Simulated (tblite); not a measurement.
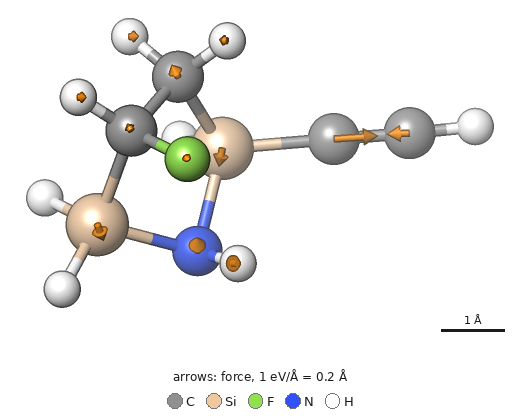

Starting geometry of C₄H₈FNSi₂ with the computed forces as orange arrows. The picture is a ball-and-stick view, seen at a tilt.

Theory: GFN2-xTB geometry optimisation, gas phase in tblite. 

Question: What follows when this structure is relaxed?

Answer: It isn't relaxed: the largest force vector, on a C atom, is 3.63 eV/Å. The final displacements have little in common with the starting forces (cosine between the two patterns 0.21). The largest move after the best rigid fit is that of an H atom, 2.11 Å. By element the largest moves are H 2.11 Å, N 0.73 Å, C 0.67 Å, F 0.53 Å, Si 0.39 Å. Near-neighbour distances that change, for instance: N–Si 1.804 → 1.728 Å, H–N 1.071 → 1.005 Å, C–Si 1.798 → 1.852 Å, C–Si 1.872 → 1.920 Å. Among the angles between lasting bonds that change: Si–N–Si 96.8° → 118.7°, Si–N–H 106.3° → 120.7°, Si–N–H 107.6° → 120.3°. Groups turn about C–Si by about 35°, C–Si by about 30°. After 136 geometry steps the energy has fallen by 0.942 eV.
